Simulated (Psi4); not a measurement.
# A workflow on InH3F− ([InFH3]-)

Aim: a structure relaxation (PBE0/3-21G), then the harmonic vibrations of InH3F− ([InFH3]-). 

The calculation is run with Psi4 1.11.

## Step 1: The system as given

InH3F−: 5 atoms, total charge -1, spin state singlet. SMILES: `[H][In-]([H])([H])[F]`. Geometry: a GFN2-xTB relaxation, a rough one for these elements and not checked as a minimum. The run starts from this shape.

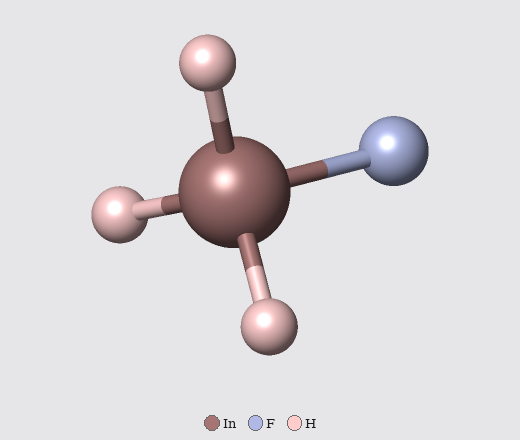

The structure, seen from a chosen angle (indium brown, fluorine light blue, hydrogen pink).

## Step 2: A structure relaxation at PBE0/3-21G (run 1)

fh3in.dat reads:

```
memory 1600 MB

molecule molecule1 {
  -1 1
  In
  F 1 R2
  H 1 R3 2 A3
  H 1 R4 3 A4 2 D4
  H 1 R5 4 A5 3 D5

  R2 = 2.018039
  R3 = 1.70503
  A3 = 105.39075
  R4 = 1.704007
  A4 = 113.58781
  D4 = 114.7587
  R5 = 1.706055
  A5 = 113.0464
  D5 = -131.00635
}

set {
  geom_maxiter 60
  scf_type pk
}

e_tot = opt('pbe0/3-21G')
print_variables()
```

Run with:

```
$ psi4 fh3in.dat fh3in.out -n 1
```

fh3in.out:

```text
[...]
  Running in c1 symmetry.
[...]
  Nuclear repulsion =  166.640006062821953
[...]
  Multiplicity = 1
[...]
  Nalpha       = 31
  Nbeta        = 31
[...]
    Number of basis functions: 48
[...]
   @RKS iter   1: -5817.73655128445535   -3.65937e+00   1.79559e-02 ADIIS/DIIS
[...]
   @RKS iter   6: -5818.23613607291645   -1.09139e-11   6.28724e-09 DIIS
[...]
    Orbital Energies [Eh]
    ---------------------
    Doubly Occupied:
       1A   -982.044631     2A   -144.600777     3A   -134.491428
       4A   -134.491307     5A   -134.491306     6A    -27.558318
       7A    -24.311066     8A    -23.334765     9A    -23.334759
      10A    -23.334503    11A    -16.154813    12A    -16.154326
      13A    -16.154325    14A    -16.153589    15A    -16.153585
      16A     -4.083121    17A     -2.695029    18A     -2.695023
      19A     -2.694244    20A     -0.863118    21A     -0.600954
      22A     -0.600946    23A     -0.595318    24A     -0.595311
      25A     -0.593178    26A     -0.212938    27A     -0.116733
      28A     -0.116670    29A     -0.115361    30A     -0.065467
      31A     -0.065329
[...]
  @RKS Final Energy: -5818.23613607291645
   => Energetics <=
    Nuclear Repulsion Energy =            165.5652564750518820
    One-Electron Energy =               -8380.8889362260997586
    Two-Electron Energy =                2523.2472119290387127
    DFT Exchange-Correlation Energy =    -126.1596682509080978
    Empirical Dispersion Energy =           0.0000000000000000
    VV10 Nonlocal Energy =                  0.0000000000000000
    Total Energy =                      -5818.2361360729164517
[...]
 Multipole Moments:
 ------------------------------------------------------------------------------------
     Multipole            Electronic (a.u.)      Nuclear  (a.u.)        Total (a.u.)
 ------------------------------------------------------------------------------------
 L = 1.  Multiply by 2.5417464519 to convert [e a0] to [Debye]
 Dipole X            :         -0.0032619            0.0018222           -0.0014397
 Dipole Y            :          0.0064256           -0.0035532            0.0028724
 Dipole Z            :         -0.3949769            0.2879593           -0.1070176
 Magnitude           :                                                    0.1070659
[...]
  -Total Gradient:
     Atom            X                  Y                   Z
    ------   -----------------  -----------------  -----------------
       1       -0.000059115434     0.000113458727    -0.000126168664
       2        0.000001525847    -0.000026223069     0.000190943691
       3        0.000022012060     0.000008194414    -0.000011023122
       4        0.000015061958    -0.000052478399    -0.000029236118
       5        0.000017656877    -0.000045272893    -0.000014563600
[...]
    Final optimized geometry and variables:
    Molecular point group: c1
    Full point group: C1
    Geometry (in Angstrom), charge = -1, multiplicity = 1:
    IN
    F             1          R2
    H             1          R3      2          A3
    H             1          R4      3          A4      2          D4
    H             1          R5      4          A5      3          D5
    A3        =  107.5421076034
    A4        =  111.4346049048
    A5        =  111.2627648566
    D4        =  117.5893267236
    D5        = -124.9126244966
[...]
```

The script printed:

```text
Optimizer: Optimization complete!
```

Wall time 11 s (1 thread of Intel Xeon Platinum 8559C (Emerald Rapids), shared host); peak memory 0.34 GiB.

Steps, from the record of the run:

```csv
step,energy from the first frame kept (eV),largest force (eV/Å)
0,0.0000,1.9146
1,-0.2599,0.4274
2,-0.2658,0.1266
3,-0.2690,0.0099
```

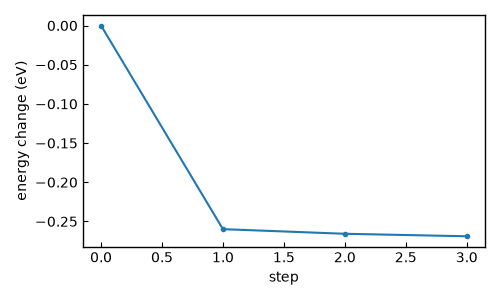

Energy along the run.

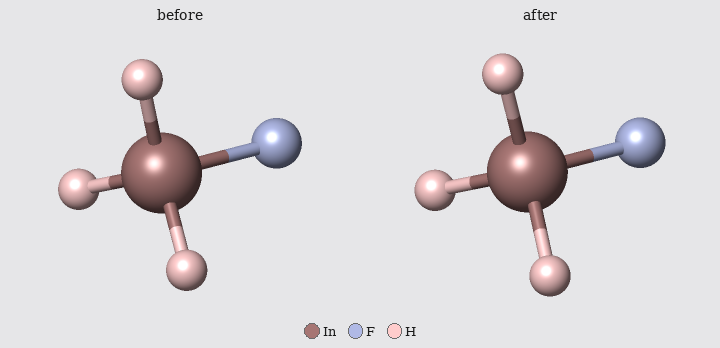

Before and after, at one scale.

After the run. Bond lengths: In1–F2 1.981 Å, In1–H3 1.828 Å, In1–H4 1.828 Å, In1–H5 1.828 Å. Angles: F2–In1–H3 107.5°, F2–In1–H4 107.5°, F2–In1–H5 107.5°, H3–In1–H4 111.4°, H3–In1–H5 111.3°, H4–In1–H5 111.3°.

## Step 3: The harmonic vibrations at PBE0/3-21G (run 2)

fh3in.dat reads:

```
memory 1600 mb

molecule system {
  -1 1
  In
  F 1 R2
  H 1 R3 2 A3
  H 1 R4 3 A4 2 D4
  H 1 R5 3 A5 4 D5

  R2 = 1.980539
  R3 = 1.827582
  A3 = 107.54211
  R4 = 1.827748
  A4 = 111.43462
  D4 = 117.58933
  R5 = 1.827951
  A5 = 111.34307
  D5 = 124.86774
}

set basis 3-21G
set t 298.15
set scf_type pk
set rotational_symmetry_number 3

frequency('pbe0')
print_variables()
```

Run with:

```
$ psi4 -n 1 fh3in.dat fh3in.out
```

fh3in.out, shortened:

```text
[...]
  Running in c1 symmetry.
[...]
  Nuclear repulsion =  165.565261728670436
[...]
  Multiplicity = 1
[...]
  Nalpha       = 31
  Nbeta        = 31
[...]
    Number of basis functions: 48
[...]
   @RKS iter   1: -5817.69121210165486   -3.74299e+00   1.84285e-02 DIIS/ADIIS
[...]
   @RKS iter   9: -5818.23613589638353   -1.36424e-11   7.19898e-09 DIIS
[...]
  @RKS Final Energy: -5818.23613589638353
   => Energetics <=
    Nuclear Repulsion Energy =            165.5652514630778853
    One-Electron Energy =               -8380.8889254296736908
    Two-Electron Energy =                2523.2472064920698358
    DFT Exchange-Correlation Energy =    -126.1596684218587825
    Empirical Dispersion Energy =           0.0000000000000000
    VV10 Nonlocal Energy =                  0.0000000000000000
    Total Energy =                      -5818.2361358963844395
[...]
 Multipole Moments:
[...]
  -Total Gradient:
     Atom            X                  Y                   Z
    ------   -----------------  -----------------  -----------------
       1       -0.000163063911     0.000113219951    -0.000126035197
       2       -0.000049793029    -0.000026285889     0.000190912392
       3        0.000022182662     0.000008237191    -0.000011079547
       4        0.000092151504    -0.000008008850     0.000032545270
       5        0.000095018135    -0.000089855320    -0.000076444860
[...]
  ==> Harmonic Vibrational Analysis <==
[...]
  Freq [cm^-1]                 480.9813            492.6686            567.4110
[...]
  IR activ [km/mol]            53.3410             173.4670            282.7116
[...]
  Freq [cm^-1]                 579.4723            601.5900            709.0161
[...]
  IR activ [km/mol]            56.1204             222.7396            397.1680
[...]
  Freq [cm^-1]                1564.8869           1570.9304           1621.1291
[...]
  IR activ [km/mol]            489.5862            497.5169            83.1533
[...]
  Total E_0, Enthalpy at 0 [K]                                                        -5818.21748224 [Eh]
[...]
  Total H, Enthalpy at  298.15 [K]                                                    -5818.21260841 [Eh]
[...]
  Total G, Gibbs energy at  298.15 [K]                                                -5818.24295892 [Eh]
[...]
```

Standard output:

```text
Warning: used thermodynamics relations inappropriate for low-frequency modes: ['480.9813' '492.6686' '567.4110' '579.4723' '601.5900']
```

Wall time 61 s (1 thread of Intel Xeon Platinum 8559C (Emerald Rapids), shared host); peak memory 0.33 GiB.

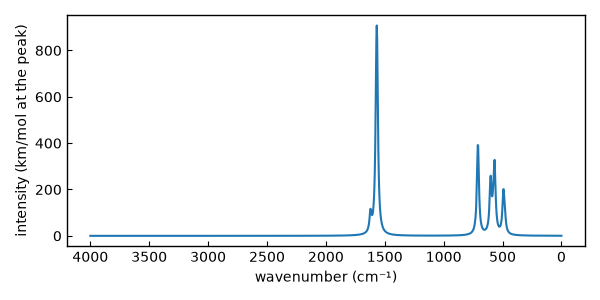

Harmonic infrared spectrum, unscaled, lines broadened by 10 cm⁻¹.

## Step 4: Outcome

| quantity | value |
| --- | --- |
| run 1, PBE0/3-21G: total energy at the end | -5818.23614 Eh |
| run 1, PBE0/3-21G: HOMO energy | -1.78 eV |
| run 1, PBE0/3-21G: LUMO energy | 5.77 eV |
| run 1, PBE0/3-21G: HOMO–LUMO gap (to an unbound level, set by the basis) | 7.55 eV |
| run 2, PBE0/3-21G: lowest harmonic wavenumber | 481 cm⁻¹ |
| run 2, PBE0/3-21G: highest harmonic wavenumber | 1621 cm⁻¹ |
| run 2, PBE0/3-21G: zero-point energy | 49.0 kJ/mol |
| run 2, PBE0/3-21G: ideal-gas entropy at 298.15 K (symmetry number 3 as used) | 63.9 cal/(mol K) |

In words: The optimisation (run 1, PBE0/3-21G) took 4 steps and changed the energy by -0.269 eV. Relativity is left out (run 1, PBE0/3-21G) although the molecule holds a heavy atom. All 9 modes (run 2, PBE0/3-21G) are real, so the shape is a minimum at this level. Relativity is left out (run 2, PBE0/3-21G) although the molecule holds a heavy atom.
